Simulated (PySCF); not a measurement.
Run report: Ir²⁺, atomic calculation

- system: Ir²⁺, configuration 1s2 2s2 2p6 3s2 3p6 3d10 4s2 4p6 4d10 4f14 5s2 5p6 5d6 6s1, multiplicity 6.
- method: unrestricted r2SCAN, def2-TZVPPD with ECP60, scalar-relativistic core potential (PySCF)

**Summary**

- outcome: converged
- total energy (valence electrons, under a core potential): −103.249165 hartree
- ⟨S²⟩: 8.751
- ⟨L²⟩: 6.01
- SCF iterations: 6
- hardware: 1 CPU thread, shared host
- CPU time: 2.8 s (integrals apart)

**Remarks**

This is not the ground configuration of the species.

**Input**
```python
from pyscf import gto, scf, dft, mp, cc
mol = gto.M(atom="Ir 0 0 0", charge=2, spin=5, symmetry="D2h",
            basis="def2-TZVPPD",
            ecp="def2-TZVPPD")
mf = dft.UKS(mol, xc="R2SCAN")
mf.irrep_nelec = {'Ag': (4, 1), 'B1g': (1, 1), 'B2g': (1, 0), 'B3g': (1, 0), 'B1u': (1, 1), 'B2u': (1, 1), 'B3u': (1, 1)}
mf.kernel()
```

The script is an equivalent of what the driver set up; the driver started from orbitals of its own, so the log can be shorter than this script's would be, and it computed the properties (radii, ⟨L²⟩, response) afterwards. It held the occupations shell by shell, which the script's counts by irreducible representation don't always enforce.

**The program's output (extracts)**
```
damping factor = 0
level_shift factor = 0
DIIS = <class 'pyscf.scf.diis.CDIIS'>
diis_start_cycle = 1
diis_space = 10
diis_damp = 0
SCF conv_tol = 1e-09
SCF conv_tol_grad = None
number electrons alpha = 10  beta = 5
XC functionals = R2SCAN
    J. W. Furness, A. D. Kaplan, J. Ning, J. P. Perdew, and J. Sun.,  J. Phys. Chem. Lett. 11, 8208-8215 (2020)
    J. W. Furness, A. D. Kaplan, J. Ning, J. P. Perdew, and J. Sun.,  J. Phys. Chem. Lett. 11, 9248-9248 (2020)
    J. W. Furness, A. D. Kaplan, J. Ning, J. P. Perdew, and J. Sun.,  J. Phys. Chem. Lett. 11, 8208-8215 (2020)
    J. W. Furness, A. D. Kaplan, J. Ning, J. P. Perdew, and J. Sun.,  J. Phys. Chem. Lett. 11, 9248-9248 (2020)
cycle= 1 E= -103.249078205073  delta_E= -0.00773  |g|= 0.0176  |ddm|= 0.411
cycle= 2 E= -103.249160423041  delta_E= -8.22e-05  |g|= 0.00411  |ddm|= 0.0306
cycle= 3 E= -103.249164975797  delta_E= -4.55e-06  |g|= 0.00093  |ddm|= 0.00681
cycle= 4 E= -103.249165269042  delta_E= -2.93e-07  |g|= 0.000191  |ddm|= 0.00144
cycle= 5 E= -103.24916528236  delta_E= -1.33e-08  |g|= 5.57e-06  |ddm|= 0.000382
cycle= 6 E= -103.24916528239  delta_E= -2.96e-11  |g|= 5.55e-07  |ddm|= 9.43e-06
converged SCF energy = -103.24916528239  <S^2> = 8.7512997  2S+1 = 6.0004332
```

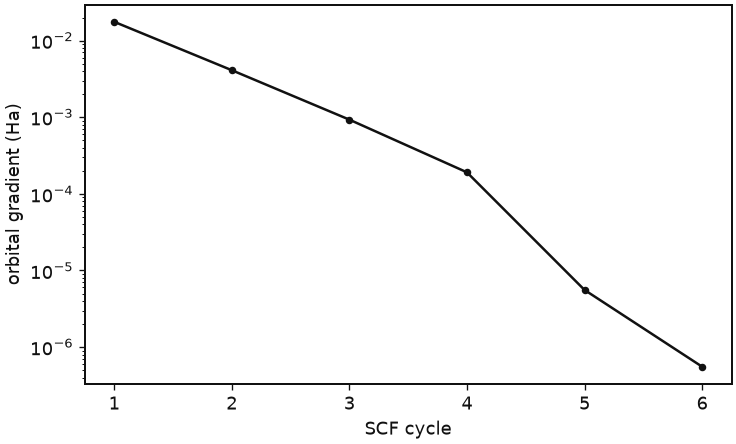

Convergence: orbital gradient against the SCF cycle. The residual falls at every step. It goes from 0.018 to 5.5×10⁻⁷ in 6 steps.

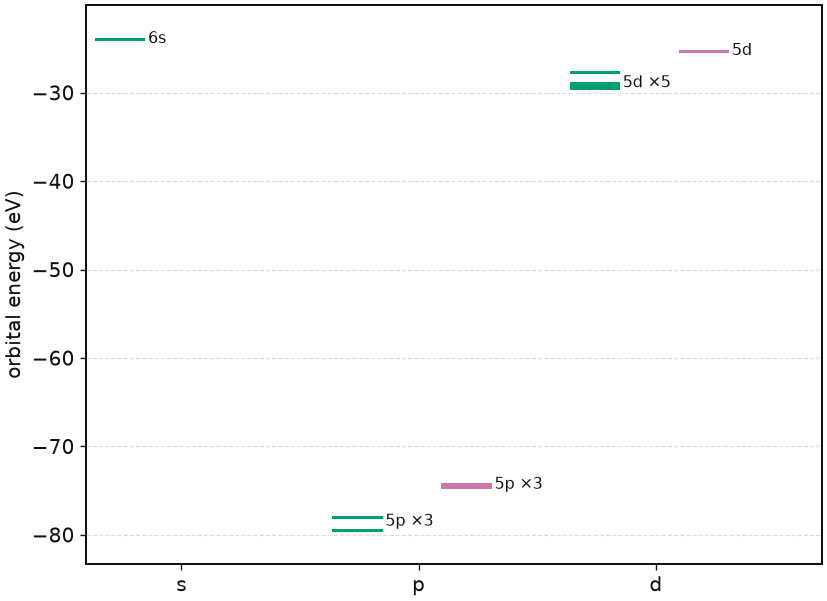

Orbital energies of the mean field, from the top down to −79.5 eV, by angular momentum, α spin at the left of each column and β at the right; ×n counts the orbitals under one label. Empty levels that the record names by l alone aren't drawn. The highest filled orbital is 6s α at −23.9 eV, the lowest empty one d β at −24.0 eV.
